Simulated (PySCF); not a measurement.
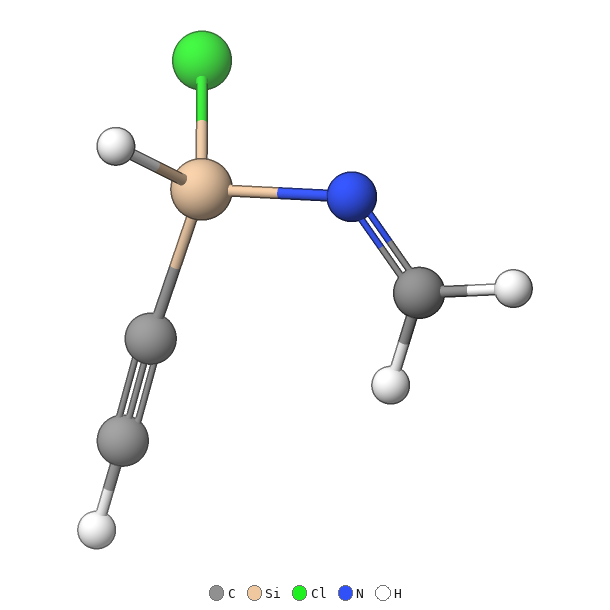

Double and triple bonds are drawn as two and three sticks.

Identify the structure.

Formula C₃H₄ClNSi. As SMILES it reads `C#C[Si@H](Cl)N=C`. It has no ring. Among its groups: alkyne, imine, Si–H bond, Si–N bond. This geometry has C1 symmetry. Coordination: 2 C linear; 1 Si tetrahedral; 1 N bent; 1 C trigonal planar.

The parts below concern this one geometry. Atoms keep their numbers from picture to picture. The computed structure is the end point of a PBE0-D3(BJ)/def2-SVP optimisation. No frequency run is at hand to confirm it as a minimum.

## Geometry

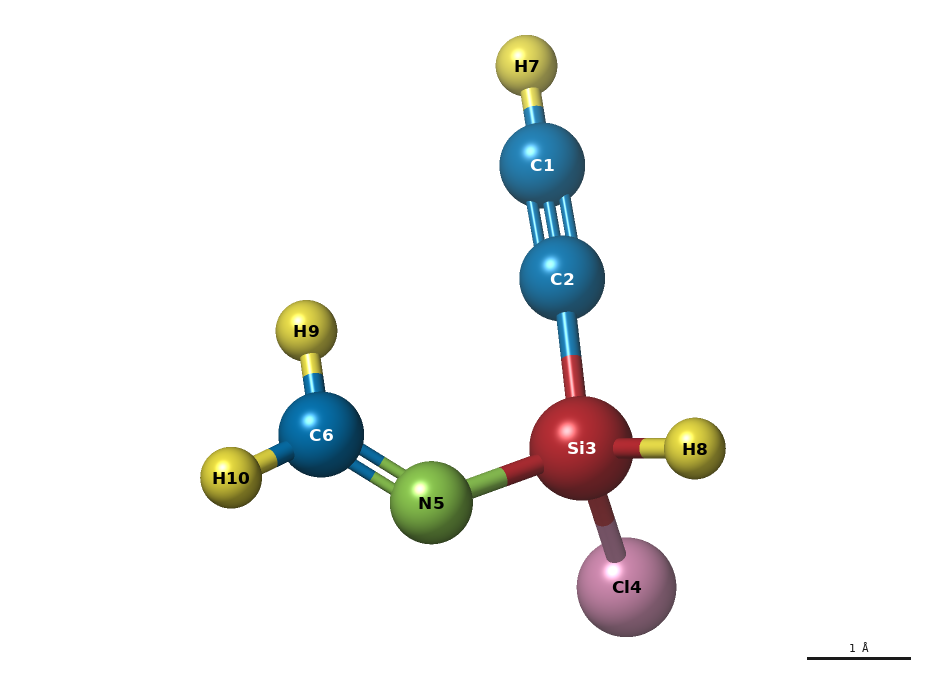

No frequency run is at hand to confirm it as a minimum.

Estimate the angles C2–C1–H7, C1–C2–Si3, C2–Si3–Cl4, C2–Si3–N5, C2–Si3–H8, Cl4–Si3–N5, Cl4–Si3–H8, N5–Si3–H8, Si3–N5–C6, N5–C6–H9, N5–C6–H10.

```tsv
angle	degrees
C2–C1–H7	178.9
C1–C2–Si3	176.5
C2–Si3–Cl4	108.2
C2–Si3–N5	112.1
C2–Si3–H8	111.0
Cl4–Si3–N5	107.7
Cl4–Si3–H8	108.8
N5–Si3–H8	109.0
Si3–N5–C6	125.3
N5–C6–H9	124.4
N5–C6–H10	120.1
```

## Core levels

No frequency run is at hand to confirm it as a minimum. Level of theory: delta-SCF UKS SCAN, def2-TZVP on the ionised atom, pcseg-1 elsewhere, spin-free X2C (PySCF 2.14.0).

Give the core-electron binding energies (to vacuum; p and d levels without spin–orbit splitting) of C1 1s, C2 1s, Si3 1s, Si3 2p, Cl4 1s, Cl4 2p, N5 1s, C6 1s.

| atom | level | binding energy (eV) |
| --- | --- | --- |
| C1 | 1s | 291.4 |
| C2 | 1s | 291.1 |
| Si3 | 1s | 1852.0 |
| Si3 | 2p | 108.5 |
| Cl4 | 1s | 2832.6 |
| Cl4 | 2p | 207.0 |
| N5 | 1s | 405.4 |
| C6 | 1s | 292.9 |

## Dipole moment

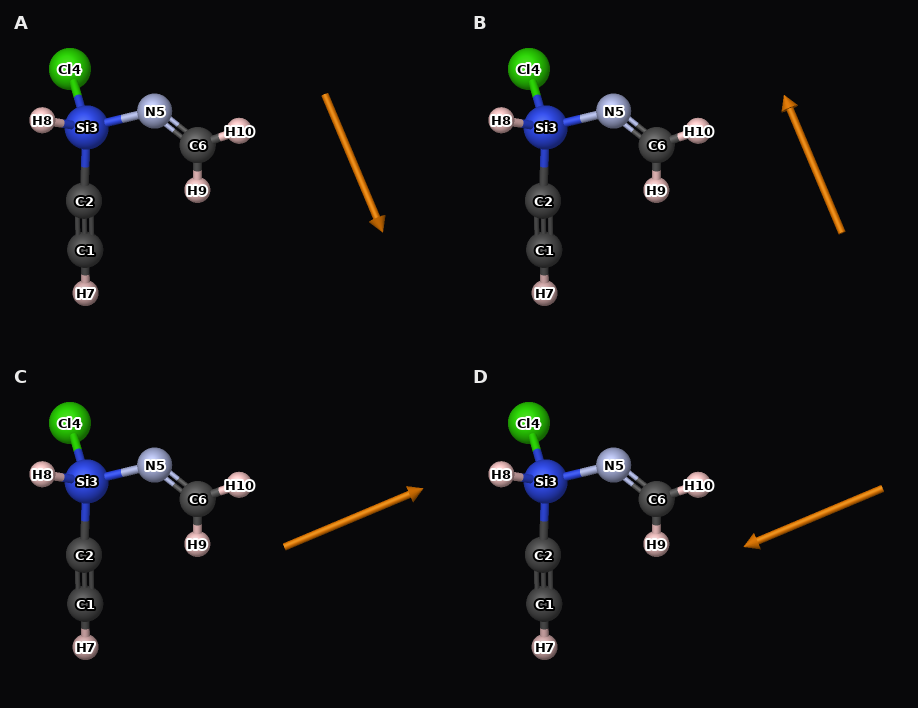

The same molecule four times, each with an arrow. No frequency run is at hand to confirm it as a minimum. Method: PBE0/def2-SVP, gas phase (PySCF 2.14.0).

**Which arrow points along the dipole moment, from the negative to the positive end?**

A. The dipole moment is 3.03 D; it points from the side of Cl4 to the side of H7 (the outermost atoms at the two ends).

## NMR shielding

The questions are on isotropic NMR shieldings of the C atoms. No frequency run is at hand to confirm it as a minimum. Level of theory: GIAO PBE0/6-311+G(2d,p) NMR shielding, non-relativistic, gas phase (PySCF 2.14.0).

Give the isotropic NMR shieldings of the C atoms atom by atom.

| atom | σ (ppm) |
| --- | --- |
| C1 | 83.3 |
| C2 | 103.7 |
| C6 | 9.2 |

## Bond orders

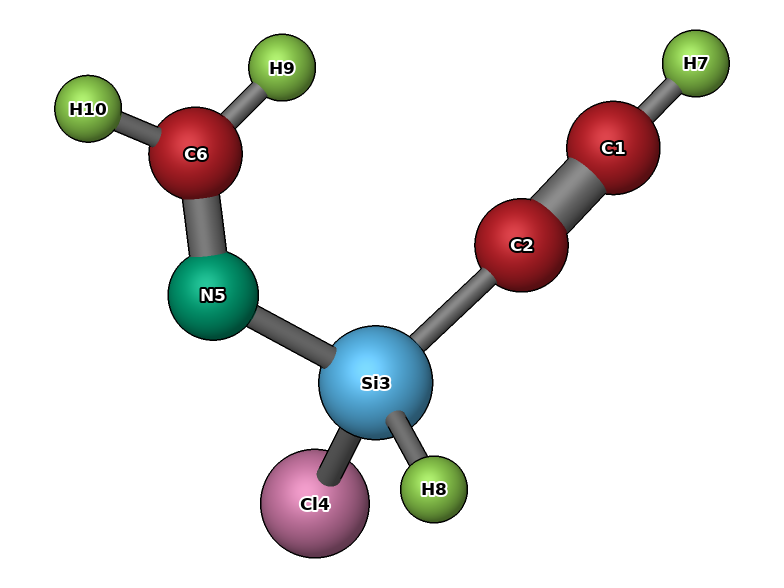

The thickness of each stick grows with its Mayer bond order. No frequency run is at hand to confirm it as a minimum. Computed with PBE0/def2-TZVP (PySCF 2.14.0).

**Which bond has the highest Mayer bond order?**

C1–C2, 2.72, at a length of 1.217 Å.

List the Mayer bond orders of C1–C2, C1–H7, C2–Si3, Si3–Cl4, Si3–N5, Si3–H8, N5–C6, C6–H9, C6–H10.

| bond | Mayer order | length (Å) |
| --- | --- | --- |
| C1–C2 | 2.72 | 1.217 |
| C1–H7 | 0.97 | 1.076 |
| C2–Si3 | 0.96 | 1.832 |
| Si3–Cl4 | 1.15 | 2.058 |
| Si3–N5 | 1.13 | 1.742 |
| Si3–H8 | 0.94 | 1.480 |
| N5–C6 | 1.94 | 1.263 |
| C6–H9 | 0.93 | 1.111 |
| C6–H10 | 0.93 | 1.106 |
